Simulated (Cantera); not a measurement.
Charge: 1 mol ZrO₂, 0.77 mol H₂, held at 97000 Pa.

These are equilibrium values from Cantera (NASA tables, ideal gas, pure condensed phases), not measurements of a reactor. Candidate condensed phases: H₂O, Zr, ZrO₂; 12 gas species. Kinetics and transport are ignored.

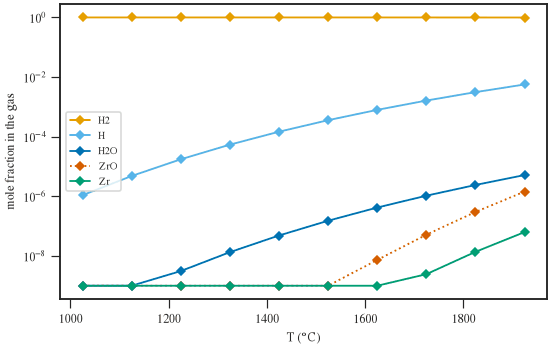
Figure. Equilibrium gas composition (values under 1e-9 drawn at 1e-9)

From 1025 °C to 1125 °C the condensed part is ZrO₂(monoclinic). From 1225 °C to 1925 °C the condensed part is ZrO₂(tetragonal).
